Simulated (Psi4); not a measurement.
# Interaction calculation of GeBNH6 (part 2 of 2)

GeBNH6, SMILES B.[NH2][GeH]; TPSS/6-31G*, RKS, dispersion D3(BJ) (Psi4 1.11). 

Geometry of the input (Å):
```
B  0.0000  -0.0000  -0.0001
H  0.9683  0.3968  0.5738
H  -0.2901  -1.1567  0.0481
H  -0.6783  0.7600  -0.6219
N  -3.8982  -1.4652  -1.9567
Ge -3.5888  -2.0594  -0.2693
H  -4.8318  -1.3309  -2.3107
H  -3.1918  -1.2350  -2.6368
H  -1.9998  -2.0098  -0.4640
```

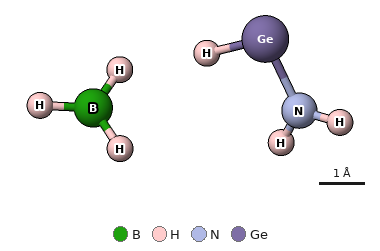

**Figure 1.** The input geometry (ball-and-stick view, seen on its broad side). Sticks mark near contacts.

Log, continued:
```
    -----------------------------------------------------------------------
                               Psi4 1.11 release

    h
    h
    h

    -----------------------------------------------------------------------

    Memory:     1.5 GiB
    Threads:    1
                ecpint, einsums, f̶o̶r̶t̶e̶, gauxc, gcp, g̶d̶m̶a̶, geometric, g̶p̶u̶_̶d̶f̶c̶c̶,
                i̶n̶t̶e̶g̶r̶a̶t̶o̶r̶x̶x̶, i̶p̶i̶, libefp, m̶d̶i̶, m̶p̶2̶d̶, m̶r̶c̶c̶, ooo,
                o̶p̶e̶n̶f̶e̶r̶m̶i̶o̶n̶p̶s̶i̶4̶, pcmsolver, p̶s̶i̶4̶f̶o̶c̶k̶c̶i̶, p̶s̶i̶x̶a̶s̶,
                p̶y̶e̶i̶n̶s̶u̶m̶s̶, r̶e̶s̶p̶, s̶i̶m̶i̶n̶t̶, s̶n̶s̶m̶p̶2̶,
                v̶2̶r̶d̶m̶_̶c̶a̶s̶s̶c̶f̶

  ==> Geometry <==

    Molecular point group: c1
    Full point group: C1

    Geometry (in Bohr), charge = 0, multiplicity = 1:

       Center              X                  Y                   Z               Mass
    ------------   -----------------  -----------------  -----------------  -----------------
         B            0.000056691784    -0.000056691784    -0.000094486306    11.009305360000
         H            1.829859601803     0.749805532059     1.084419337094     1.007825032230
         H           -0.548152857212    -2.185884003840     0.090801340328     1.007825032230
         H           -1.281763436375     1.436154060825    -1.175126191116     1.007825032230
      Gh(N)          -7.366492587737    -2.768921205327    -3.697721595990    14.003074004430
      Gh(GE)         -6.781754632737    -3.891720880029    -0.508903245586    73.921177761000
      Gh(H)          -9.130854282032    -2.515093192156    -4.366627952618     1.007825032230
      Gh(H)          -6.031665641759    -2.333811764940    -4.982735361301     1.007825032230
      Gh(H)          -3.779093202952    -3.798028258729    -0.876776230429     1.007825032230

  Running in c1 symmetry.

  Rotational constants: A =      0.33708  B =      0.01066  C =      0.01036 [cm^-1]
  Rotational constants: A =  10105.51970  B =    319.54536  C =    310.53219 [MHz]
  Nuclear repulsion =    7.418843265874976

  Charge       = 0
  Multiplicity = 1
  Electrons    = 8
  Nalpha       = 4
  Nbeta        = 4

  ==> Iterations <==

                           Total Energy        Delta E     RMS |[F,P]|

   @DF-RKS iter SAD:   -26.15973787385825   -2.61597e+01   0.00000e+00
   @DF-RKS iter   1:   -26.58513470374222   -4.25397e-01   2.59565e-03 DIIS/ADIIS
   @DF-RKS iter   2:   -26.60223148200694   -1.70968e-02   1.90413e-03 DIIS/ADIIS
   @DF-RKS iter   3:   -26.61824173906747   -1.60103e-02   7.92181e-05 DIIS
   @DF-RKS iter   4:   -26.61826982942315   -2.80904e-05   4.84235e-06 DIIS
   @DF-RKS iter   5:   -26.61826990343420   -7.40111e-08   4.03851e-07 DIIS
  Energy and wave function converged.

  ==> Post-Iterations <==

   Electrons on quadrature grid:
      Ntotal   =    8.0000030635 ; deviation = 3.063e-06

    Final Occupation by Irrep:
              A
    DOCC [     4 ]
    NA   [     4 ]
    NB   [     4 ]

  @DF-RKS Final Energy:   -26.61826990343420

   => Energetics <=

    Nuclear Repulsion Energy =              7.4188432658749761
    One-Electron Energy =                 -49.0788507473353590
    Two-Electron Energy =                  20.1973852997762791
    DFT Exchange-Correlation Energy =      -5.1546391374798137
    Empirical Dispersion Energy =          -0.0010085842702855
    VV10 Nonlocal Energy =                  0.0000000000000000
    Total Energy =                        -26.6182699034342001

Computation Completed

Properties will be evaluated at   0.000000,   0.000000,   0.000000 [a0]

Properties computed using the SCF density matrix

 Multipole Moments:

 ------------------------------------------------------------------------------------
     Multipole            Electronic (a.u.)      Nuclear  (a.u.)        Total (a.u.)
 ------------------------------------------------------------------------------------

 L = 1.  Multiply by 2.5417464519 to convert [e a0] to [Debye]
 Dipole X            :          0.0146377            0.0002268            0.0148645
 Dipole Y            :          0.0068031           -0.0002079            0.0065953
 Dipole Z            :          0.0001212           -0.0003779           -0.0002567
 Magnitude           :                                                    0.0162639

 ------------------------------------------------------------------------------------

	total time  =          6 seconds =       0.10 minutes

    Psi4 run time: 0:00:06.83

    -----------------------------------------------------------------------
                               Psi4 1.11 release

    h
    h
    h

    -----------------------------------------------------------------------

    Memory:     1.5 GiB
    Threads:    1
                ecpint, einsums, f̶o̶r̶t̶e̶, gauxc, gcp, g̶d̶m̶a̶, geometric, g̶p̶u̶_̶d̶f̶c̶c̶,
                i̶n̶t̶e̶g̶r̶a̶t̶o̶r̶x̶x̶, i̶p̶i̶, libefp, m̶d̶i̶, m̶p̶2̶d̶, m̶r̶c̶c̶, ooo,
                o̶p̶e̶n̶f̶e̶r̶m̶i̶o̶n̶p̶s̶i̶4̶, pcmsolver, p̶s̶i̶4̶f̶o̶c̶k̶c̶i̶, p̶s̶i̶x̶a̶s̶,
                p̶y̶e̶i̶n̶s̶u̶m̶s̶, r̶e̶s̶p̶, s̶i̶m̶i̶n̶t̶, s̶n̶s̶m̶p̶2̶,
                v̶2̶r̶d̶m̶_̶c̶a̶s̶s̶c̶f̶

  ==> Geometry <==

    Molecular point group: c1
    Full point group: C1

    Geometry (in Bohr), charge = 0, multiplicity = 1:

       Center              X                  Y                   Z               Mass
    ------------   -----------------  -----------------  -----------------  -----------------
         B            0.000056691784    -0.000056691784    -0.000094486306    11.009305360000
         H            1.829859601803     0.749805532059     1.084419337094     1.007825032230
         H           -0.548152857212    -2.185884003840     0.090801340328     1.007825032230
         H           -1.281763436375     1.436154060825    -1.175126191116     1.007825032230
         N           -7.366492587737    -2.768921205327    -3.697721595990    14.003074004430
         GE          -6.781754632737    -3.891720880029    -0.508903245586    73.921177761000
         H           -9.130854282032    -2.515093192156    -4.366627952618     1.007825032230
         H           -6.031665641759    -2.333811764940    -4.982735361301     1.007825032230
         H           -3.779093202952    -3.798028258729    -0.876776230429     1.007825032230

  Running in c1 symmetry.

  Rotational constants: A =      0.33708  B =      0.01066  C =      0.01036 [cm^-1]
  Rotational constants: A =  10105.51970  B =    319.54536  C =    310.53219 [MHz]
  Nuclear repulsion =  148.695543132804772

  Charge       = 0
  Multiplicity = 1
  Electrons    = 50
  Nalpha       = 25
  Nbeta        = 25

  ==> Iterations <==

                           Total Energy        Delta E     RMS |[F,P]|

   @DF-RKS iter SAD: -2156.05159933517143   -2.15605e+03   0.00000e+00
   @DF-RKS iter   1: -2158.16647616670753   -2.11488e+00   3.93433e-02 DIIS/ADIIS
   @DF-RKS iter   2: -2143.21818585731307    1.49483e+01   1.15841e-01 ADIIS
   @DF-RKS iter   3: -2158.89792838795120   -1.56797e+01   3.16928e-02 DIIS/ADIIS
   @DF-RKS iter   4: -2159.77927418535501   -8.81346e-01   5.08402e-03 DIIS/ADIIS
   @DF-RKS iter   5: -2159.79078289915606   -1.15087e-02   4.86224e-03 DIIS/ADIIS
   @DF-RKS iter   6: -2159.86267249677076   -7.18896e-02   4.87930e-04 DIIS/ADIIS
   @DF-RKS iter   7: -2159.86361285373778   -9.40357e-04   1.18279e-04 DIIS/ADIIS
   @DF-RKS iter   8: -2159.86367581170725   -6.29580e-05   3.56103e-05 DIIS
   @DF-RKS iter   9: -2159.86368165207296   -5.84037e-06   1.09364e-05 DIIS
   @DF-RKS iter  10: -2159.86368211850049   -4.66428e-07   1.55969e-06 DIIS
   @DF-RKS iter  11: -2159.86368212915795   -1.06575e-08   3.46013e-07 DIIS
  Energy and wave function converged.

  ==> Post-Iterations <==

   Electrons on quadrature grid:
      Ntotal   =   50.0000093182 ; deviation = 9.318e-06

    Orbital Energies [Eh]
    ---------------------

    Doubly Occupied:

       1A   -397.700787     2A    -49.297463     3A    -43.840267
       4A    -43.837962     5A    -43.836652     6A    -14.127327
       7A     -6.608438     8A     -6.024038     9A     -4.216009
      10A     -4.209830    11A     -4.204845    12A     -1.071831
      13A     -1.068901    14A     -1.064841    15A     -1.063621
      16A     -1.060243    17A     -0.792227    18A     -0.476987
      19A     -0.466133    20A     -0.457188    21A     -0.326456
      22A     -0.312729    23A     -0.297334    24A     -0.244536
      25A     -0.200019

    Virtual:

      26A     -0.088481    27A     -0.075758    28A      0.004214
      29A      0.073978    30A      0.102296    31A      0.115083
      32A      0.141487    33A      0.162992    34A      0.168962
      35A      0.182894    36A      0.199970    37A      0.249055
      38A      0.263146    39A      0.384605    40A      0.400446
      41A      0.420122    42A      0.440321    43A      0.451496
      44A      0.489246    45A      0.542957    46A      0.604667
      47A      0.659003    48A      0.726075    49A      0.790047
      50A      0.873207    51A      0.881266    52A      0.929023
      53A      0.933693    54A      0.966718    55A      1.000496
      56A      1.072006    57A      1.151328    58A      1.201904
      59A      1.239570    60A      1.245298    61A      1.603615
      62A      1.637431    63A      1.785247    64A      1.804380
      65A      1.814923    66A      2.121081    67A      2.163839
      68A      2.360808    69A      3.251331    70A      3.299849
      71A      3.314833    72A      3.333179    73A      3.402690
      74A      3.417571    75A      3.657490    76A      3.921239
      77A     86.523451

    Final Occupation by Irrep:
              A
    DOCC [    25 ]
    NA   [    25 ]
    NB   [    25 ]

  @DF-RKS Final Energy: -2159.86368212915795

   => Energetics <=

    Nuclear Repulsion Energy =            148.6955431328047723
    One-Electron Energy =               -3300.9780654794813017
    Two-Electron Energy =                1084.5446962797996093
    DFT Exchange-Correlation Energy =     -92.1199322669531426
    Empirical Dispersion Energy =          -0.0059237953279170
    VV10 Nonlocal Energy =                  0.0000000000000000
    Total Energy =                      -2159.8636821291579508

Computation Completed

Properties will be evaluated at   0.000000,   0.000000,   0.000000 [a0]

Properties computed using the SCF density matrix

 Multipole Moments:

 ------------------------------------------------------------------------------------
     Multipole            Electronic (a.u.)      Nuclear  (a.u.)        Total (a.u.)
 ------------------------------------------------------------------------------------

 L = 1.  Multiply by 2.5417464519 to convert [e a0] to [Debye]
 Dipole X            :        287.4333393         -287.5229827           -0.0896434
 Dipole Y            :        152.8033905         -152.5646577            0.2387328
 Dipole Z            :         51.6066515          -52.3954725           -0.7888211
 Magnitude           :                                                    0.8290162

 ------------------------------------------------------------------------------------

	total time  =         13 seconds =       0.22 minutes

    Psi4 run time: 0:00:12.96

  //>>>>>>>>>>>>>>>>>>>>>>>>>>>>>>>>>>>//
  //          ManyBody Results         //
  //<<<<<<<<<<<<<<<<<<<<<<<<<<<<<<<<<<<//

   ==> N-Body: Counterpoise Corrected (CP) energies <==

              MC n-Body  Total Energy            Interaction Energy                          N-body Contribution to Interaction Energy
                         [Eh]                    [Eh]                  [kcal/mol]            [Eh]                  [kcal/mol]
              §A  1        N/A                   0.000000000000        0.000000000000        0.000000000000        0.000000000000
     FULL/RTN §A  2        N/A                   0.002564692241        1.609368678468        0.002564692241        1.609368678468

   MC Legend: §A: "(auto)"

    Psi4 run time: 0:00:34.63

[set-up sections that repeat, and orbital energies of the middle runs, are left out above]
```

Summary:

| quantity | value |
| --- | --- |
| outcome | converged |
| basis functions | 673 |
| wall time | 36 s |
| peak memory | 1 GiB |
